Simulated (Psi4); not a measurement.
Frequency calculation of CH₃AlCl (part 3 of 3)

Continued. System: CH₃AlCl, multiplicity 2, SMILES [CH3][Al][Cl]. Method: HF/aug-cc-pVDZ, UHF (Psi4 1.11). The geometry comes from this level: PBE0-D4/def2-TZVP.

Geometry of the input (Å):
```
C  -0.4414  0.4490  -0.2872
Al 0.1231  -1.3529  0.2545
Cl 2.0286  -1.5463  1.1688
H  0.3353  1.1773  -0.0414
H  -1.3682  0.7278  0.2221
H  -0.6352  0.4810  -1.3631
```

### Log, continued
```
    1    -0.01095435513013    -0.00088714519521     0.00927535057597    -0.00288688575997    -0.18497674233116
    2     0.03068553744783    -0.00229358721386     0.00273579625682    -0.00113700842178    -0.13475489731297
    3    -0.01499087312160    -0.00110144466506     0.00423296727747     0.00108097005409    -0.04177968358566
    4     0.07713753027484    -0.12949214309127     0.00468636713374    -0.06200293925631     0.00249222557818
    5    -0.03848780719440     0.01365755762333    -0.00982297727364     0.00825829839769     0.00540024000800
    6     0.04595527731031    -0.06339451332040     0.00409558656126    -0.02750775733110     0.00037548193158
    7    -0.06339451332040     0.13173570305257    -0.01540933460037     0.06495387786127    -0.00017445507928
    8     0.00409558656126    -0.01540933460037     0.00710619931044    -0.00873249392023    -0.00067628656669
    9    -0.02750775733110     0.06495387786127    -0.00873249392023     0.02842301713583     0.00029742224578
   10     0.00037548193158    -0.00017445507928    -0.00067628656669     0.00029742224578     0.20594814931278
   11    -0.00305057328729     0.00148703993538     0.00328025255278     0.00008783325384     0.15380601833844
   12     0.00052118611220    -0.00003750656989    -0.00091532590995    -0.00046839226925     0.04897928976135
   13     0.00092723870012    -0.00039791341868     0.00086211140203    -0.00021512277789    -0.01926106756660
   14    -0.00434818014666     0.00119611684404    -0.00157313353748     0.00080895429361    -0.02081209172045
   15     0.00001311197050    -0.00046971735388     0.00103437574155    -0.00103040234695    -0.00735509798088
   16    -0.00409138249541    -0.00078404615218     0.00126179206739    -0.00014635228766    -0.00402810991330
   17     0.01110543661886     0.00136220744259    -0.00172613736993     0.00071441641001    -0.00296298275485
   18    -0.00399094492070     0.00004930405650     0.00028489025471    -0.00049743524196    -0.00051741237043

                11                  12                  13                  14                  15

    1    -0.15659603397582    -0.03837861325323    -0.25438421814536     0.07900712208202     0.10531626845898
    2    -0.17699791937661    -0.04243210004079     0.05828703662409    -0.06065802363924    -0.03577679947721
    3    -0.05252470806112    -0.06042321952981     0.11657408611290    -0.05266439508520    -0.09952615031588
    4    -0.01159022424727     0.00301627397568    -0.00480124563458     0.01021456638224    -0.00424322002628
    5    -0.01502193601260     0.00481362458568     0.00084786258398    -0.00350893137747     0.00084938760792
    6    -0.00305057328729     0.00052118611220     0.00092723870012    -0.00434818014666     0.00001311197050
    7     0.00148703993538    -0.00003750656989    -0.00039791341868     0.00119611684404    -0.00046971735388
    8     0.00328025255278    -0.00091532590995     0.00086211140203    -0.00157313353748     0.00103437574155
    9     0.00008783325384    -0.00046839226925    -0.00021512277789     0.00080895429361    -0.00103040234695
   10     0.15380601833844     0.04897928976135    -0.01926106756660    -0.02081209172045    -0.00735509798088
   11     0.18063622197411     0.05051734837360     0.00904550674283     0.00704438431011     0.00355954885225
   12     0.05051734837360     0.06304310724979     0.01095987210151     0.01287024167998     0.00328709264729
   13     0.00904550674283     0.01095987210151     0.27300012299966    -0.06707253924140    -0.12455139009290
   14     0.00704438431011     0.01287024167998    -0.06707253924140     0.05867682877563     0.04149702243074
   15     0.00355954885225     0.00328709264729    -0.12455139009290     0.04149702243074     0.11339751737980
   16     0.00384769319520    -0.02453931601456     0.00584432176968    -0.00253317434395     0.03130315700293
   17     0.00105899655753    -0.02485378868875    -0.00196997811240     0.00001887546808    -0.01116353515462
   18     0.00141055086499    -0.00595977421160    -0.00369468405583     0.00183635682619    -0.01614116933731

                16                  17                  18

    1    -0.05409964123825    -0.00094398383581    -0.04970847579835
    2    -0.00390106061617    -0.03553803116371     0.00506121122531
    3    -0.05727608575822     0.03287939105797    -0.32490821642364
    4    -0.00318381681899     0.00331617957852    -0.00087871139369
    5     0.00012619202385    -0.00111210773441     0.00008891105833
    6    -0.00409138249541     0.01110543661886    -0.00399094492070
    7    -0.00078404615218     0.00136220744259     0.00004930405650
    8     0.00126179206739    -0.00172613736993     0.00028489025471
    9    -0.00014635228766     0.00071441641001    -0.00049743524196
   10    -0.00402810991330    -0.00296298275485    -0.00051741237043
   11     0.00384769319520     0.00105899655753     0.00141055086499
   12    -0.02453931601456    -0.02485378868875    -0.00595977421160
   13     0.00584432176968    -0.00196997811240    -0.00369468405583
   14    -0.00253317434395     0.00001887546808     0.00183635682619
   15     0.03130315700293    -0.01116353515462    -0.01614116933731
   16     0.05625129235550     0.00119855767957     0.05474997955045
   17     0.00119855767957     0.03729840424554    -0.00868192024912
   18     0.05474997955045    -0.00868192024912     0.35149754011755

	total time  =         78 seconds =       1.30 minutes

  ==> Harmonic Vibrational Analysis <==

  non-mass-weighted Hessian:       Symmetric? True   Hermitian? True   Lin Dep Dim?  0 (0)
  projection of translations (True) and rotations (True) removed 6 degrees of freedom (6)
  total projector:                 Symmetric? True   Hermitian? True   Lin Dep Dim?  6 (6)
  mass-weighted Hessian:           Symmetric? True   Hermitian? True   Lin Dep Dim?  0 (0)
  pre-proj  low-frequency mode:    0.0000i [cm^-1]
  pre-proj  low-frequency mode:    0.0000i [cm^-1]
  pre-proj  low-frequency mode:    0.0000i [cm^-1]
  pre-proj  low-frequency mode:    0.0000i [cm^-1]
  pre-proj  low-frequency mode:    0.0041  [cm^-1]
  pre-proj  low-frequency mode:    0.0067  [cm^-1]
  pre-proj  low-frequency mode:   57.7832  [cm^-1]
  pre-proj  all modes:['83.0742i' '56.5273i' '51.4312i' '0.0028i' '0.0041' '0.0067' '57.7832'
 '168.2438' '498.6844' '646.4592' '661.2222' '729.7409' '1296.7313'
 '1527.7784' '1530.7340' '3137.6909' '3218.2984' '3233.9190']
  projected mass-weighted Hessian: Symmetric? True   Hermitian? True   Lin Dep Dim?  6 (6)
  post-proj low-frequency mode:    0.0000i [cm^-1] (TR)
  post-proj low-frequency mode:    0.0000i [cm^-1] (TR)
  post-proj low-frequency mode:    0.0000i [cm^-1] (TR)
  post-proj low-frequency mode:    0.0000i [cm^-1] (TR)
  post-proj low-frequency mode:    0.0000  [cm^-1] (TR)
  post-proj low-frequency mode:    0.0000  [cm^-1] (TR)
  post-proj low-frequency mode:   39.2957  [cm^-1] (V)
  post-proj  all modes:['0.0000i' '0.0000i' '0.0000i' '0.0000i' '0.0000' '0.0000' '39.2957'
 '168.1909' '498.6844' '646.4565' '661.2191' '729.7406' '1296.7313'
 '1527.7782' '1530.7339' '3137.6909' '3218.2984' '3233.9189']

  Vibration                       7                   8                   9
  Freq [cm^-1]                 39.2957             168.1909            498.6844
  Irrep                           A                   A                   A
  Reduced mass [u]              1.0969              4.0500              9.2145
  Force const [mDyne/A]         0.0010              0.0675              1.3501
  Turning point v=0 [a0]        1.6713              0.4204              0.1619
  RMS dev v=0 [a0 u^1/2]        1.2377              0.5983              0.3474
  Char temp [K]                56.5377             241.9892            717.4958
  ----------------------------------------------------------------------------------
      1   C                0.01 -0.00 -0.01    0.28 -0.02  0.13   -0.16  0.26 -0.11
      2   AL              -0.02  0.01  0.04   -0.10 -0.18 -0.02   -0.32 -0.11 -0.13
      3   CL               0.01 -0.00 -0.02   -0.06  0.14 -0.05    0.30 -0.03  0.14
      4   H               -0.21  0.07  0.46    0.52 -0.33  0.29    0.14 -0.11  0.08
      5   H               -0.31 -0.17 -0.49    0.35  0.22  0.13   -0.05  0.55 -0.09
      6   H                0.59  0.08 -0.12    0.36  0.22  0.13   -0.03  0.54 -0.12

  Vibration                       10                  11                  12
  Freq [cm^-1]                 646.4565            661.2191            729.7406
  Irrep                           A                   A                   A
  Reduced mass [u]              1.1827              5.9627              1.3106
  Force const [mDyne/A]         0.2912              1.5360              0.4112
  Turning point v=0 [a0]        0.3968              0.1747              0.3548
  RMS dev v=0 [a0 u^1/2]        0.3052              0.3017              0.2872
  Char temp [K]                930.1070            951.3470           1049.9342
  ----------------------------------------------------------------------------------
      1   C                0.05 -0.02 -0.11   -0.14  0.40 -0.13    0.11  0.07  0.04
      2   AL              -0.01  0.00  0.03    0.17 -0.24  0.12   -0.04 -0.04 -0.01
      3   CL               0.00 -0.00 -0.00   -0.08  0.01 -0.04    0.01  0.01  0.00
      4   H               -0.12  0.04  0.26   -0.11  0.38 -0.11   -0.36  0.65 -0.27
      5   H                0.11 -0.57  0.35   -0.11  0.48 -0.12   -0.08 -0.41 -0.03
      6   H               -0.26  0.61 -0.01   -0.11  0.49 -0.13   -0.12 -0.40  0.06

  Vibration                       13                  14                  15
  Freq [cm^-1]                1296.7313           1527.7782           1530.7339
  Irrep                           A                   A                   A
  Reduced mass [u]              1.2204              1.0587              1.0525
  Force const [mDyne/A]         1.2091              1.4560              1.4530
  Turning point v=0 [a0]        0.2758              0.2728              0.2734
  RMS dev v=0 [a0 u^1/2]        0.2155              0.1985              0.1983
  Char temp [K]               1865.7076           2198.1327           2202.3853
  ----------------------------------------------------------------------------------
      1   C                0.04 -0.13  0.04    0.03 -0.01 -0.06   -0.05 -0.03 -0.02
      2   AL              -0.00  0.00 -0.00    0.00 -0.00 -0.00   -0.00 -0.00 -0.00
      3   CL               0.00 -0.00  0.00    0.00 -0.00 -0.00    0.00  0.00 -0.00
      4   H               -0.34  0.39 -0.22   -0.31  0.11  0.67   -0.23  0.22 -0.15
      5   H                0.03  0.50 -0.28    0.23  0.39  0.12    0.32  0.10  0.57
      6   H               -0.14  0.56  0.07   -0.28 -0.37 -0.00    0.65 -0.00 -0.14

  Vibration                       16                  17                  18
  Freq [cm^-1]                3137.6909           3218.2984           3233.9189
  Irrep                           A                   A                   A
  Reduced mass [u]              1.0321              1.0989              1.1024
  Force const [mDyne/A]         5.9869              6.7057              6.7925
  Turning point v=0 [a0]        0.1928              0.1845              0.1838
  RMS dev v=0 [a0 u^1/2]        0.1385              0.1368              0.1364
  Char temp [K]               4514.4386           4630.4148           4652.8893
  ----------------------------------------------------------------------------------
      1   C               -0.02  0.04 -0.01    0.04 -0.01 -0.08   -0.08 -0.04 -0.03
      2   AL               0.00 -0.00  0.00    0.00 -0.00 -0.00   -0.00 -0.00 -0.00
      3   CL              -0.00 -0.00 -0.00    0.00 -0.00 -0.00    0.00  0.00  0.00
      4   H               -0.40 -0.35 -0.13    0.01  0.00 -0.02    0.59  0.56  0.18
      5   H                0.50 -0.14 -0.28   -0.60  0.18  0.31    0.32 -0.11 -0.19
      6   H                0.10 -0.00  0.58    0.14 -0.03  0.69    0.05 -0.02  0.38

  ==> Thermochemistry Components <==

  Entropy, S
    Electronic S                             1.377 [cal/(mol K)]        5.763 [J/(mol K)]       0.00219507 [mEh/K] (multiplicity = 2)
    Translational S                         41.506 [cal/(mol K)]      173.663 [J/(mol K)]       0.06614469 [mEh/K] (mol. weight = 76.9739 [u], P = 101325.00 [Pa])
    Rotational S                            26.221 [cal/(mol K)]      109.710 [J/(mol K)]       0.04178649 [mEh/K] (symmetry no. = 1)
    Vibrational S                           14.546 [cal/(mol K)]       60.862 [J/(mol K)]       0.02318103 [mEh/K]
  Total S                                   83.652 [cal/(mol K)]      349.998 [J/(mol K)]       0.13330728 [mEh/K]
  Correction S                               0.000 [cal/(mol K)]        0.000 [J/(mol K)]       0.00000000 [mEh/K]

  Constant volume heat capacity, Cv
    Electronic Cv                            0.000 [cal/(mol K)]        0.000 [J/(mol K)]       0.00000000 [mEh/K]
    Translational Cv                         2.981 [cal/(mol K)]       12.472 [J/(mol K)]       0.00475022 [mEh/K]
    Rotational Cv                            2.981 [cal/(mol K)]       12.472 [J/(mol K)]       0.00475022 [mEh/K]
    Vibrational Cv                          11.705 [cal/(mol K)]       48.973 [J/(mol K)]       0.01865298 [mEh/K]
  Total Cv                                  17.667 [cal/(mol K)]       73.917 [J/(mol K)]       0.02815341 [mEh/K]
  Correction Cv                              0.000 [cal/(mol K)]        0.000 [J/(mol K)]       0.00000000 [mEh/K]

  Constant pressure heat capacity, Cp
    Electronic Cp                            0.000 [cal/(mol K)]        0.000 [J/(mol K)]       0.00000000 [mEh/K]
    Translational Cp                         4.968 [cal/(mol K)]       20.786 [J/(mol K)]       0.00791703 [mEh/K]
    Rotational Cp                            2.981 [cal/(mol K)]       12.472 [J/(mol K)]       0.00475022 [mEh/K]
    Vibrational Cp                          11.705 [cal/(mol K)]       48.973 [J/(mol K)]       0.01865298 [mEh/K]
  Total Cp                                  19.654 [cal/(mol K)]       82.231 [J/(mol K)]       0.03132022 [mEh/K]
  Correction Cp                              0.000 [cal/(mol K)]        0.000 [J/(mol K)]       0.00000000 [mEh/K]

  ==> Thermochemistry Energy Analysis <==

  Raw electronic energy, E_e
  Total E_e, Electronic energy at well bottom                                          -741.09196201 [Eh]

  Zero-point vibrational energy, ZPVE = Sum_i omega_i / 2,  E_0 = E_e + ZPVE
    Vibrational ZPVE                        23.858 [kcal/mol]       99.821 [kJ/mol]       0.03801974 [Eh]        8344.369 [cm^-1]
  Correction ZPVE to E_e                    23.858 [kcal/mol]       99.821 [kJ/mol]       0.03801974 [Eh]        8344.369 [cm^-1]
  Total E_0, Enthalpy at 0 [K]                                                         -741.05394227 [Eh]
  *** Absolute enthalpy, not an enthalpy of formation ***

  Thermal (internal) energy, E (includes ZPVE and finite-temperature corrections)
    Electronic contrib to E beyond E_e       0.000 [kcal/mol]        0.000 [kJ/mol]       0.00000000 [Eh]
    Translational contrib to E               1.490 [kcal/mol]        6.236 [kJ/mol]       0.00237511 [Eh]
    Rotational contrib to E                  1.490 [kcal/mol]        6.236 [kJ/mol]       0.00237511 [Eh]
    Vibrational contrib to E                27.180 [kcal/mol]      113.722 [kJ/mol]       0.04331426 [Eh]
  Correction E                              30.161 [kcal/mol]      126.193 [kJ/mol]       0.04806447 [Eh]
  Total E, Thermal (internal) energy at  500.00 [K]                                    -741.04389754 [Eh]

  Enthalpy, H_trans = E_trans + k_B * T = E_trans + P * V
    Electronic contrib to H beyond E_e       0.000 [kcal/mol]        0.000 [kJ/mol]       0.00000000 [Eh]
    Translational contrib to H               2.484 [kcal/mol]       10.393 [kJ/mol]       0.00395851 [Eh]
    Rotational contrib to H                  1.490 [kcal/mol]        6.236 [kJ/mol]       0.00237511 [Eh]
    Vibrational contrib to H                27.180 [kcal/mol]      113.722 [kJ/mol]       0.04331426 [Eh]
  Correction H                              31.155 [kcal/mol]      130.350 [kJ/mol]       0.04964788 [Eh]
  Total H, Enthalpy at  500.00 [K]                                                     -741.04231414 [Eh]
  *** Absolute enthalpy, not an enthalpy of formation ***

  Gibbs free energy, G = H - T * S
    Electronic contrib to G beyond E_e      -0.689 [kcal/mol]       -2.882 [kJ/mol]      -0.00109753 [Eh]
    Translational contrib to G             -18.269 [kcal/mol]      -76.438 [kJ/mol]      -0.02911383 [Eh]
    Rotational contrib to G                -11.620 [kcal/mol]      -48.619 [kJ/mol]      -0.01851814 [Eh]
    Vibrational contrib to G                19.907 [kcal/mol]       83.291 [kJ/mol]       0.03172374 [Eh]
  Correction G                             -10.671 [kcal/mol]      -44.649 [kJ/mol]      -0.01700576 [Eh]
  Total G, Gibbs energy at  500.00 [K]                                                 -741.10896778 [Eh]
  *** Absolute Gibbs energy, not a free energy of formation ***

    Psi4 run time: 0:01:23.38

[set-up sections that repeat, and orbital energies of the middle runs, are left out above]
```

### Standard output
```
Warning: used thermodynamics relations inappropriate for low-frequency modes: ['39.2957' '168.1909' '498.6844']
```

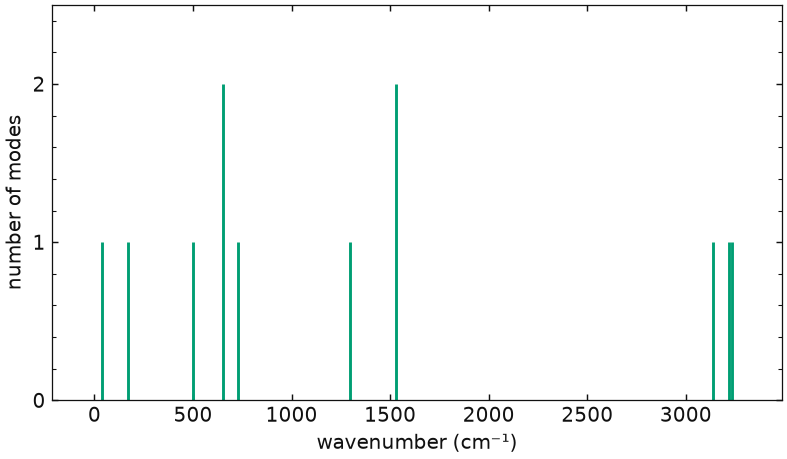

Figure 1. Harmonic vibrational wavenumbers from the force constants; neighbouring modes closer than 15 cm⁻¹ are counted in one stick. 12 modes from 39 to 3234 cm⁻¹, none imaginary.
